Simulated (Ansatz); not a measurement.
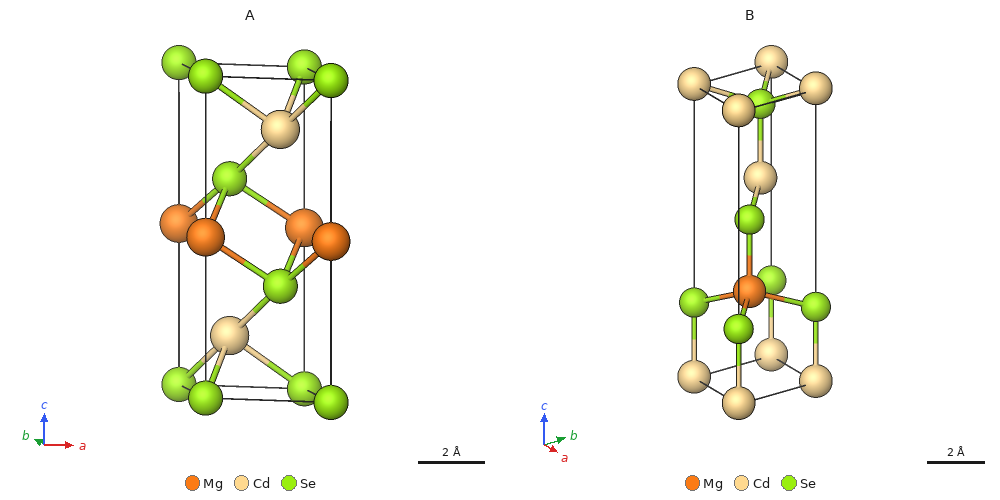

Two structures of MgCd2Se3, each relaxed to rest (conventional cells in solid outline, small ones repeated, not to one scale). Method: DFT PBE, scalar-relativistic, plane waves, PAW in Ansatz 0.2.0, without spin polarisation.

> What are A and B?

A: 6 atoms a cell on a primitive hexagonal lattice, P-3m1. B: 6 atoms a cell on a primitive hexagonal lattice, P3m1.

> Which polymorph is favoured?

B is lower, by 111 meV/atom at this level of theory (energies at zero smearing). Volumes: A 22.7, B 28.8 Å³/atom.

One or both may be structure types tried for this composition rather than known phases.
